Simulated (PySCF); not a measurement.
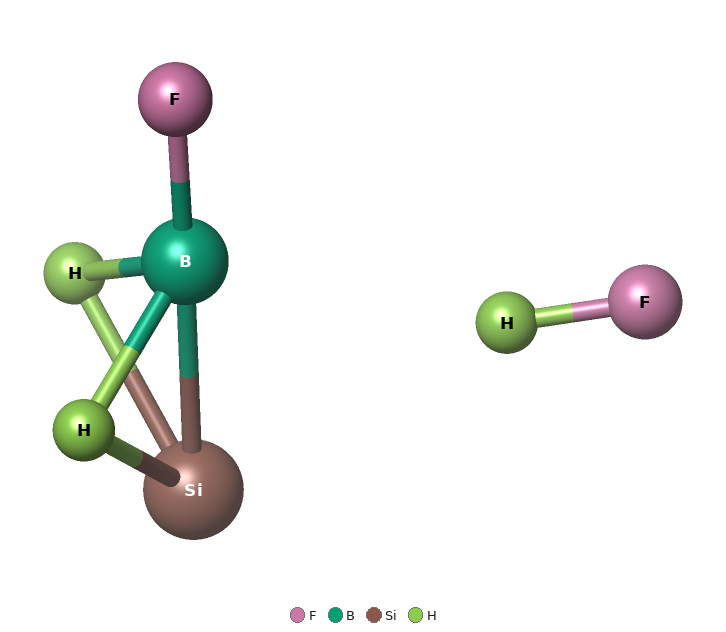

The picture shows a molecular structure as a ball-and-stick model.

The computed structure is the end point of a PBE0-D4/def2-TZVP optimisation. No frequency run is at hand to confirm it as a minimum.

Q: Which formula does it have?

A: BF2H3Si, 7 atoms: 1 boron, 2 fluorine, 3 hydrogen and 1 silicon. Judged by distances it falls into 2 fragments: BFH2Si, HF.

Q: How many bonds of each kind are drawn?

A: 2 Si–H, 2 B–H, 1 B–F, 1 B–Si, 1 F–H. Sticks follow a distance rule.

Q: Give the symmetry (Schoenflies symbol).

A: Cs.

Q: How many sets of symmetry-equivalent atoms are there?

A: 6: 1 F, 1 B, 1 Si, 1 F, 2 H, 1 H.
